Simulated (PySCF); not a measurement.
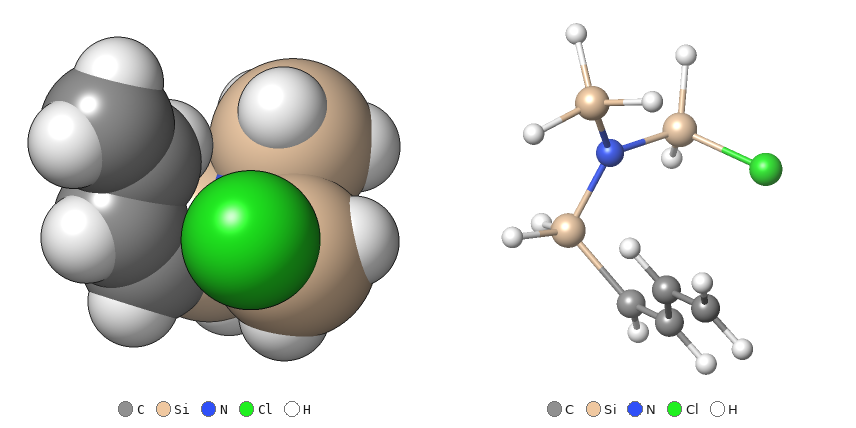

Both panels show the same species.

The computed structure is the end point of a GFN2-xTB optimisation. No frequency run is at hand to confirm it as a minimum.

> Which formula does it have?

C4H12ClNSi3, 21 atoms: 4 carbon, 12 hydrogen, 1 chlorine, 1 nitrogen and 3 silicon.

> How many bonds of each kind are drawn?

7 Si–H, 5 C–H, 3 C–C, 3 N–Si, 1 C–Si, 1 Cl–Si.

> Describe its rings.

It has no ring.

> Which point group does it belong to?

C1.

> What is its SMILES?

C=C/C=C\[SiH2]N([SiH3])[SiH2]Cl

The parts below concern this one geometry. Atoms keep their numbers from picture to picture.

**Shape**

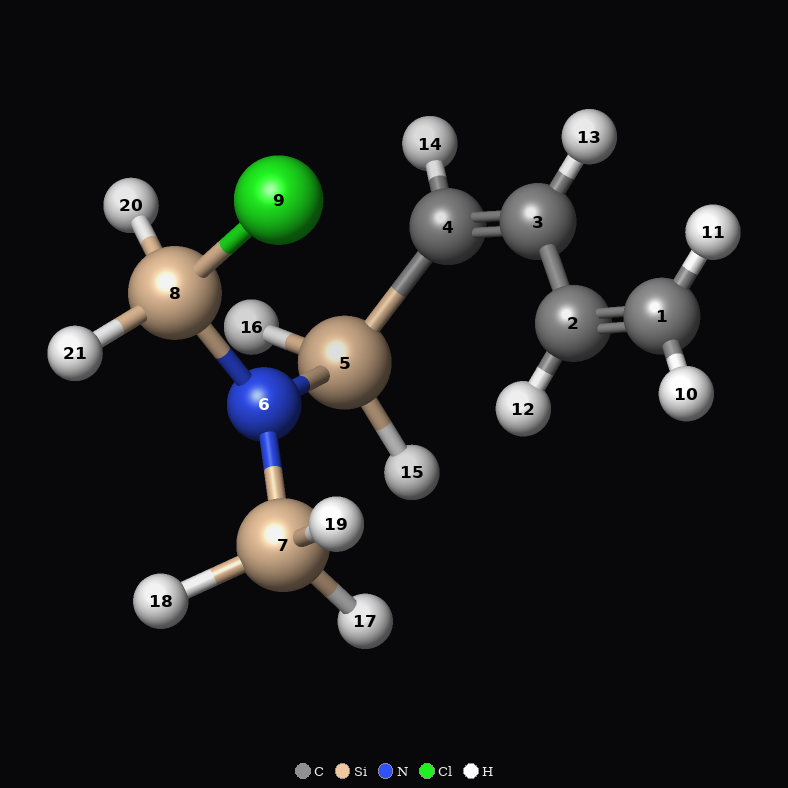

Numbered structure. No frequency run is at hand to confirm it as a minimum.

What are the angles C1–C2–H12, C2–C1–H10, C2–C3–C4, C3–C2–H12, C3–C4–Si5, C4–Si5–H16, Si5–N6–Si8, N6–Si5–H16, N6–Si8–Cl9, N6–Si8–H20, Si7–N6–Si8, Cl9–Si8–H21?

```
      angle  degrees
  C1–C2–H12    120.3
  C2–C1–H10    121.9
   C2–C3–C4    124.3
  C3–C2–H12    116.2
  C3–C4–Si5    126.2
 C4–Si5–H16    109.1
 Si5–N6–Si8    118.0
 N6–Si5–H16    106.6
 N6–Si8–Cl9    109.5
 N6–Si8–H20    109.2
 Si7–N6–Si8    117.6
Cl9–Si8–H21    108.3
```

**Bond orders**

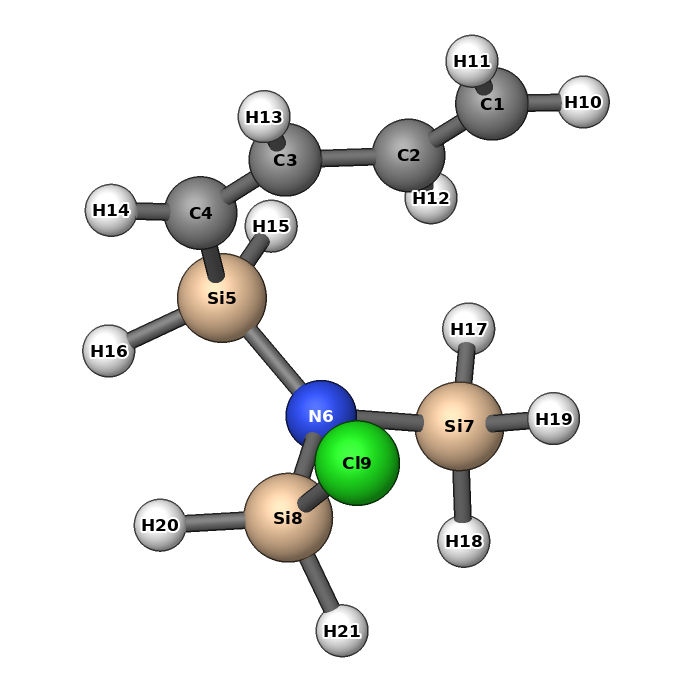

Every bond is drawn as one stick. No frequency run is at hand to confirm it as a minimum. Method: PBE0/pcSseg-1 (PySCF 2.14.0).

> Which bond between heavy atoms has the highest Mayer bond order?

C1–C2, 1.92, at a length of 1.329 Å.

List the Mayer bond orders of C1–C2, C2–C3, C3–C4, C4–Si5, Si5–N6, N6–Si7, N6–Si8, Si8–Cl9 (bonds between heavy atoms, one of each equivalent set).

```
   bond  Mayer order  length (Å)
  C1–C2         1.92       1.329
  C2–C3         1.11       1.443
  C3–C4         1.83       1.338
 C4–Si5         0.88       1.882
 Si5–N6         0.83       1.757
 N6–Si7         0.87       1.746
 N6–Si8         0.95       1.732
Si8–Cl9         1.02       2.008
```

**Electronic properties**

No frequency run is at hand to confirm it as a minimum. Method: PBE0/pcSseg-1, gas phase (PySCF 2.14.0).

> Estimate the HOMO energy (Kohn–Sham orbital).

−7.01 eV.

> Give the HOMO–LUMO gap at this level.

5.53 eV.

> Estimate the dipole moment.

0.81 D.

**NMR shielding**

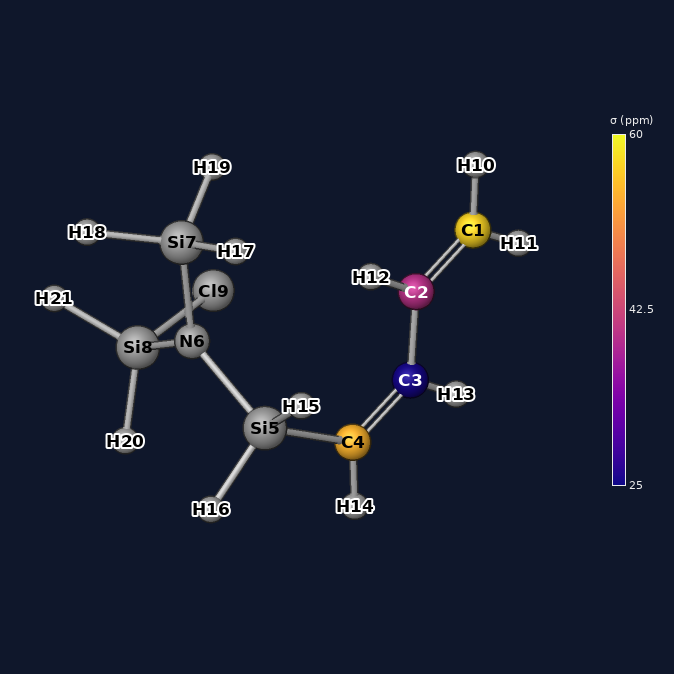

Atoms are coloured by their isotropic NMR shieldings (C only, the others grey). No frequency run is at hand to confirm it as a minimum. Properties computed with GIAO PBE0/pcSseg-1 NMR shielding, non-relativistic, gas phase (PySCF 2.14.0).

> Which C atom is the most shielded (lowest chemical shift)?

C1 (57.0 ppm).

> Which C atom is the least shielded (highest chemical shift)?

C3 (25.5 ppm).

> How wide is the range of C shifts?

31.5 ppm.

List the isotropic NMR shieldings of the C atoms.

```json
{"atom": "C1", "σ (ppm)": "57.0"}
{"atom": "C2", "σ (ppm)": "40.1"}
{"atom": "C3", "σ (ppm)": "25.5"}
{"atom": "C4", "σ (ppm)": "54.3"}
```

The geometry is semi-empirical. Around Si such bond lengths and angles can be off by a tenth of an ångström or more and by several degrees, and values that hang on the shape move with them.
